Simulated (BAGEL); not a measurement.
**SiBr2 (SMILES Br[Si]Br) at RI-MP2/def2-SVPD (density fitting with qzvpp-jkfit)**

Aim: the energy change on altering one bond length of SiBr2 at RI-MP2/def2-SVPD (density fitting with qzvpp-jkfit), from 2 runs. 

The calculation is run with BAGEL 1.2.2.

1 further run of the same task is left out (set aside as unsound or not needed).

## 1. Starting point

SiBr2: 3 atoms, total charge 0, spin state singlet. SMILES: `Br[Si]Br`. The shape is that of a PBE0-D4/def2-TZVP optimisation.

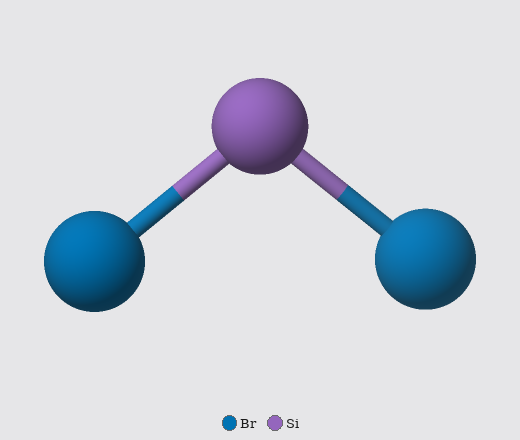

The structure, seen from a chosen angle (bromine blue, silicon purple).

## 2. A single-point energy at RI-MP2/def2-SVPD (density fitting with qzvpp-jkfit)

input.json

```json
{ "bagel" : [

{
  "title" : "molecule",
  "basis" : "def2-svpd.json",
  "df_basis" : "qzvpp-jkfit",
  "angstrom" : true,
  "geometry" : [
    { "atom" : "Br", "xyz" : [    0.975100,    1.342100,    0.670900 ] },
    { "atom" : "Si", "xyz" : [   -0.770000,    0.385700,   -0.376400 ] },
    { "atom" : "Br", "xyz" : [   -0.216000,   -1.792600,   -0.307800 ] }
  ]
},
{ "title" : "hf" },
{ "title" : "mp2", "ncore" : 23 }

]}
```

The basis set def2-SVPD is read from a file made from the Basis Set Exchange's data (not shown).

On the command line:

```
$ BAGEL_NUM_THREADS=1 BAGEL input.json > input.out
```

What it wrote:

```text
* using 1 threads per process

  ===============================================================
  ===============================================================

  *** Geometry ***

  { "atom" : "Br", "xyz" : [      1.842672,      2.536201,      1.267817 ] },
  { "atom" : "Si", "xyz" : [     -1.455089,      0.728867,     -0.711293 ] },
  { "atom" : "Br", "xyz" : [     -0.408181,     -3.387523,     -0.581658 ] },

  Number of auxiliary basis functions:      660

  Since a DF basis is specified, we compute 2- and 3-index integrals:
    o Being stored without compression. Storage requirement is 0.059 GB

  Number of basis functions:      106
  Number of electrons      :       84

    * METHOD: MOLECULE                             0.48

  *** RHF ***

  === Nuclear Repulsion ===
   416.1857779811

      * DIIS with orbital gradients will be used.

  === RHF iteration (def2-svpd.json) ===
      0      -5433.00459070          0.00916177           0.23
      1      -5433.07977490          0.00609811           0.22
      2      -5433.10874318          0.00081170           0.22
      3      -5433.11051150          0.00025655           0.22
      4      -5433.11074317          0.00008375           0.22
      5      -5433.11076617          0.00002352           0.22
      6      -5433.11076729          0.00000603           0.22
      7      -5433.11076735          0.00000171           0.22
      8      -5433.11076736          0.00000056           0.22
      9      -5433.11076736          0.00000021           0.22
     10      -5433.11076736          0.00000007           0.22
     11      -5433.11076736          0.00000003           0.22
     12      -5433.11076736          0.00000001           0.22
     13      -5433.11076736          0.00000001           0.22
    * SCF iteration converged.

    * Permanent dipole moment:
           (    0.339896,    -0.180476,     0.164991) a.u.

    * METHOD: HF                                   3.50

  *** RHF ***

  === Nuclear Repulsion ===
   416.1857779811

      * DIIS with orbital gradients will be used.

  === RHF iteration (def2-svpd.json) ===
      0      -5433.11076736          0.00000000           0.22
    * SCF iteration converged.

    * Permanent dipole moment:
           (    0.339896,    -0.180476,     0.164991) a.u.

  === DF-MP2 calculation ===

    * freezing 23 orbitals
    * 3-index integral transformation done
    * assembly done

      MP2 correlation energy:   -0.5534217880      0.10

      MP2 total energy:       -5433.6641891475

    * METHOD: MP2                                  0.54

  ===============================================================
```

It took 4.8 s on 1 thread of Arm Neoverse V1, shared host; peak memory 0.22 GiB.

## 3. The distorted shape, same level

input.json

```json
{ "bagel" : [

{
  "title" : "molecule",
  "basis" : "def2-svpd.json",
  "df_basis" : "qzvpp-jkfit",
  "angstrom" : true,
  "geometry" : [
    { "atom" : "Br", "xyz" : [    0.310305,    3.956040,    0.588581 ] },
    { "atom" : "Si", "xyz" : [   -1.434795,    2.999640,   -0.458719 ] },
    { "atom" : "Br", "xyz" : [   -0.216000,   -1.792600,   -0.307800 ] }
  ]
},
{
  "title" : "hf"
},
{
  "title" : "mp2",
  "ncore" : 23
}

]}
```

The basis set def2-SVPD is read from a file made from the Basis Set Exchange's data (not shown).

On the command line:

```
$ BAGEL_NUM_THREADS=1 BAGEL input.json > input.out
```

What it wrote:

```text
* using 1 threads per process

  ===============================================================
  ===============================================================

  *** Geometry ***

  { "atom" : "Br", "xyz" : [      0.586391,      7.475832,      1.112257 ] },
  { "atom" : "Si", "xyz" : [     -2.711370,      5.668498,     -0.866853 ] },
  { "atom" : "Br", "xyz" : [     -0.408181,     -3.387523,     -0.581658 ] },

  Number of auxiliary basis functions:      660

  Since a DF basis is specified, we compute 2- and 3-index integrals:
    o Being stored without compression. Storage requirement is 0.059 GB

  Number of basis functions:      106
  Number of electrons      :       84

    * METHOD: MOLECULE                             0.50

  *** RHF ***

  === Nuclear Repulsion ===
   278.6855586425

      * DIIS with orbital gradients will be used.

  === RHF iteration (def2-svpd.json) ===
      0      -5432.78975110          0.01026375           0.31
      1      -5429.75369599          0.02497152           0.30
      2      -5432.88787642          0.00571867           0.29
      3      -5432.92593749          0.00356598           0.29
      4      -5432.95030694          0.00120670           0.29
      5      -5432.95411840          0.00049739           0.29
      6      -5432.95567132          0.00024386           0.29
      7      -5432.95649538          0.00014285           0.29
      8      -5432.95663489          0.00005647           0.29
      9      -5432.95667309          0.00002401           0.29
     10      -5432.95667729          0.00001138           0.29
     11      -5432.95667875          0.00000385           0.29
     12      -5432.95667893          0.00000143           0.30
     13      -5432.95667895          0.00000055           0.30
     14      -5432.95667896          0.00000021           0.30
     15      -5432.95667896          0.00000012           0.30
     16      -5432.95667896          0.00000007           0.31
     17      -5432.95667896          0.00000004           0.30
     18      -5432.95667896          0.00000002           0.31
     19      -5432.95667896          0.00000001           0.30
     20      -5432.95667896          0.00000001           0.30
    * SCF iteration converged.

    * Permanent dipole moment:
           (    1.544782,    -7.326064,     0.058166) a.u.

    * METHOD: HF                                   6.72

  *** RHF ***

  === Nuclear Repulsion ===
   278.6855586425

      * DIIS with orbital gradients will be used.

  === RHF iteration (def2-svpd.json) ===
      0      -5432.95667896          0.00000000           0.30
    * SCF iteration converged.

    * Permanent dipole moment:
           (    1.544782,    -7.326066,     0.058166) a.u.

  === DF-MP2 calculation ===

    * freezing 23 orbitals
    * 3-index integral transformation done
    * assembly done

      MP2 correlation energy:   -0.5522111450      0.13

      MP2 total energy:       -5433.5088901021

    * METHOD: MP2                                  0.74

  ===============================================================
```

Wall time 8.4 s (1 thread of Arm Neoverse V1, shared host); peak memory 0.22 GiB.

## 4. Outcome

At RI-MP2/def2-SVPD (density fitting with qzvpp-jkfit), 23 core orbitals frozen:

| quantity | value |
| --- | --- |
| first shape: total energy | -5433.66419 Eh |
| first shape: correlation energy (23 core orbitals frozen) | -553.4 mEh |
| distorted shape: total energy | -5433.50889 Eh |
| distorted shape: correlation energy (23 core orbitals frozen) | -552.2 mEh |
| energy change with the Si2–Br3 bond stretched from 2.249 to 4.947 Å | 4.226 eV |

One bond (distorted shape) is far stretched, which a spin-restricted single reference describes badly; perturbation theory on it can break down and give far too much correlation. With the Si2–Br3 bond stretched from 2.249 to 4.947 Å the energy rises by 4.23 eV (97 kcal/mol). The first shape isn't relaxed at this level, so the change isn't measured from a minimum. A restricted reference can't describe the breaking bond well at this length.
